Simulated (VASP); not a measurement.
Band structure of P (relaxed from the layer:black-P structure). All values below come from PBEsol GGA, VASP's PBE PAW potentials (set 64) (plane waves; VASP).

The cell holds a wide vacuum, so values per volume refer to the whole cell.

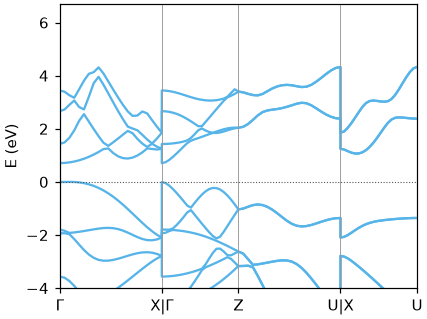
Figure: Bands along high-symmetry lines, zero at the valence-band maximum or, without a gap, the Fermi level

Question: Read the plot: is there a gap, and where are the band edges?

Answer: The gap is indirect, 0.71 eV, from the valence maximum at Γ-X at 0.10 to the conduction minimum at Γ. (Edges off the drawn lines would not show.)

The cell is a sheet with vacuum, built from a generated structure.
